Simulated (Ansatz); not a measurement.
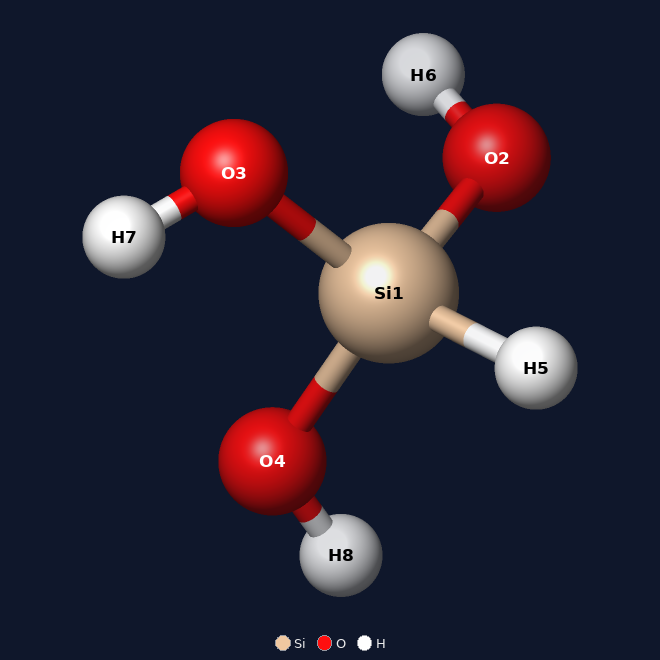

The atoms are numbered. The geometry was computed by an optimisation with PBE0-D4/def2-TZVP.

Question: Describe the coordination of atom 1.

Answer: Si1 has 4 neighbours (O2 at 1.63, O3 at 1.63, O4 at 1.64, H5 at 1.48 Å); the arrangement is tetrahedral.

Question: How are the neighbours of atom 3 arranged?

Answer: O3 has 2 neighbours (Si1 at 1.63, H7 at 0.96 Å); the arrangement is bent.

Question: How are the neighbours of atom 4 arranged?

Answer: O4 has 2 neighbours (Si1 at 1.64, H8 at 0.96 Å); the arrangement is bent.

Question: How are the neighbours of atom 2 arranged?

Answer: O2 has 2 neighbours (Si1 at 1.63, H6 at 0.96 Å); the arrangement is bent.
